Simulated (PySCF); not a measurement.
SMILES C(C#N)CC#N (C4H4N2), singlet at its PBE0/def2-SVP optimised geometry (Å):

```
10

N      2.1595    -0.7841     0.0130
C      1.0029    -0.7883     0.0000
C     -0.4559    -0.7883     0.0000
C     -1.0708     0.6196     0.0000
C     -0.8330     1.3612    -1.2335
N     -0.6537     1.9418    -2.2176
H     -0.8088    -1.3612    -0.8719
H     -0.7980    -1.3269     0.8977
H     -2.1595     0.5333     0.1427
H     -0.6819     1.2080     0.8459
```

Level of theory: PBE0/def2-TZVP (PySCF). Cells within 0.4 Å of a nucleus heavier than hydrogen are left out (blank, or x).

Map of the deformation density (molecule minus spherical neutral atoms) (e/bohr³) on the plane z = 0.0 Å:

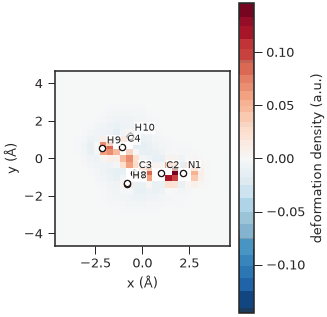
Deformation density (molecule minus spherical neutral atoms) (e/bohr³) on the plane z = 0.0 Å.
